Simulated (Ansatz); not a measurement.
BH₃O···SiH₄

Input

```
crystal:
  periodic: [false, false, false]
  atoms:
    - { symbol: B, position_ang: [0.0, 0.0, 0.0] }
    - { symbol: O, position_ang: [0.0, 0.0, 1.76] }
    - { symbol: H, position_ang: [-0.9095, -0.2814, 2.0971] }
    - { symbol: H, position_ang: [1.0305, 0.0, -0.595] }
    - { symbol: H, position_ang: [-1.0305, 0.0, -0.595] }
    - { symbol: Si, position_ang: [0.1008, 2.1328, 0.7095] }
    - { symbol: H, position_ang: [0.6771, 2.1737, 2.0503] }
    - { symbol: H, position_ang: [0.9351, 2.9107, -0.2019] }
    - { symbol: H, position_ang: [-1.2441, 2.7001, 0.741] }
    - { symbol: H, position_ang: [0.0529, 1.1188, 1.7067] }
basis:
  gaussian: { orbitals: "6-31G*" }
hamiltonian:
  xc: pbe0
  dispersion: d4
relax:
  f_tol: 0.15
  max_steps: 25
  restrain:
    - { distance: [0, 5], at: 3.15, k: 30.0 }
    - { distance: [9, 1], at: 2.21, k: 30.0 }
    - { distance: [0, 1], at: 1.41, k: 30.0 }
    - { distance: [9, 5], at: 1.46, k: 30.0 }
output:
  orbitals: {}
```

Command:

```sh
ansatz run input.yaml --threads 1 --pin off --max-ram 2048MiB --backend cpu --events-out ev --progress --plain --runs-dir out
```

The fields are those of the run's last geometry, not of the input's.

Not at a stationary point (largest force 1.0 eV/Å).

Computed with RKS PBE0-D4/6-31G* (Ansatz).

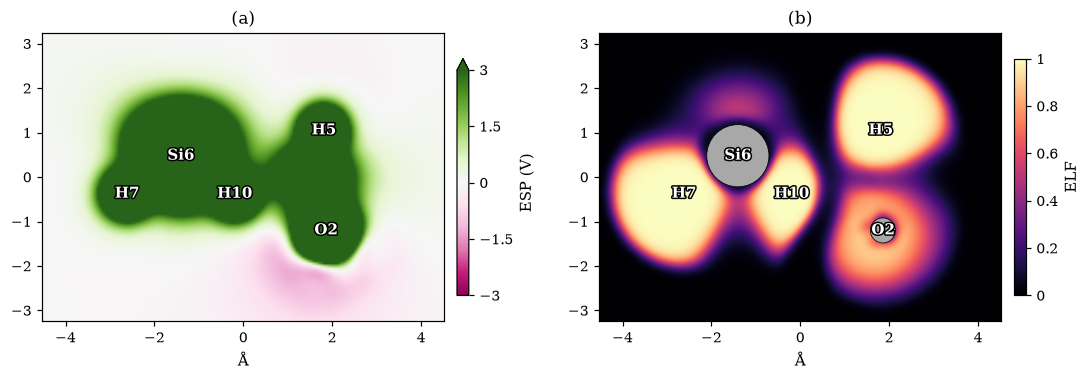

Figure 1. (a) electrostatic potential; (b) electron localisation function on the plane of atoms H7, Si6 and H10. Grey discs cover the atomic cores in the ELF map.

**Interpret the plot.**

- The section cuts through O, H and Si sites.
- Si–H (1.47 Å): the ELF climbs to about 1 towards the hydrogen, as it does in any bond to H.
- The ELF also peaks beside O2, away from the bonds: lone-pair regions.
- Outside the dense part of the complex the potential is most negative (−1.3 V) near O2.

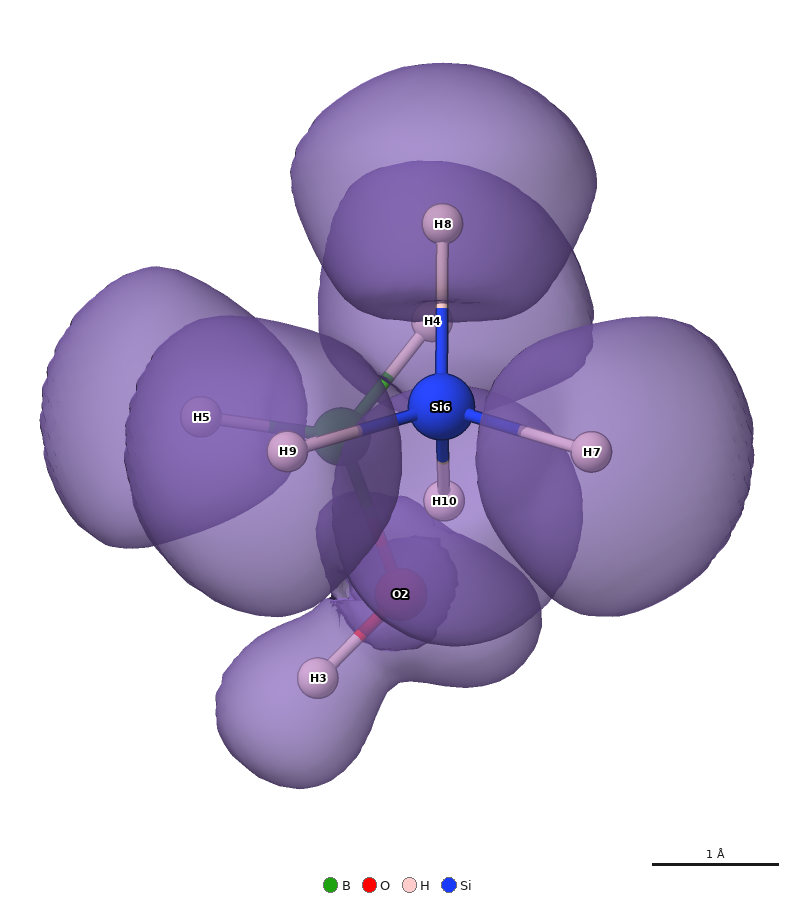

Figure 2. Isosurface of the ELF at 0.75 (purple), seen at an oblique angle. Only the valence region is drawn (cores and ρ < 0.01 e/Å³ removed).

**Describe the localisation domains.**

The surface consists of six regions around hydrogen nuclei and one joined region spread over several atoms (H, O), in which their bonds and any lone pairs are merged. Profiles from the grid: B1···H10 (2.02 Å): the ELF climbs to about 1 towards the hydrogen. B–O (1.38 Å): the ELF peaks at about 0.90 between the atoms, as expected for a polar covalent bond.

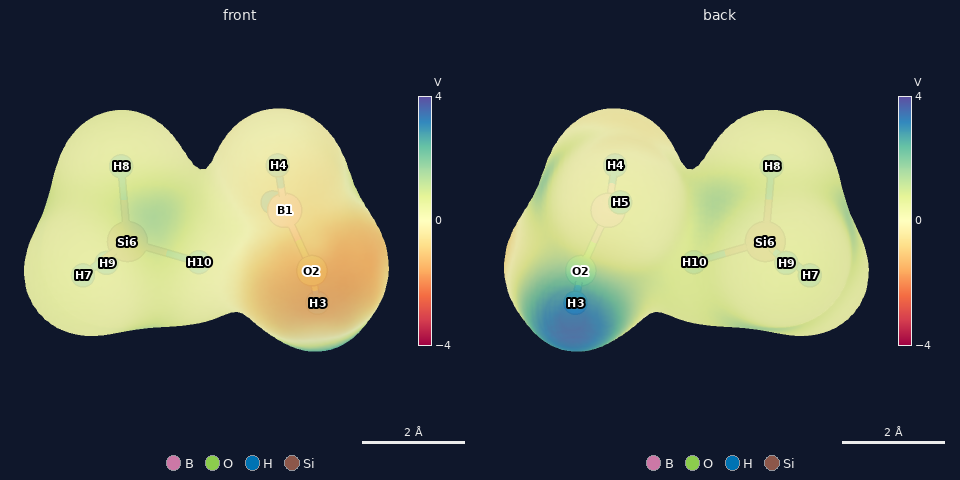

Figure 3. The electrostatic potential painted on the density surface at 0.004 e/bohr³, seen from the front and from behind; red is negative and blue positive.

**Describe the electrostatic potential map.**

The most negative region (about −1.6 V, or −37 kcal/mol for a unit charge) lies over O2, the most positive (about +3.4 V, or +78 kcal/mol for a unit charge) over H3. O2 is the likeliest acceptor of a hydrogen bond.
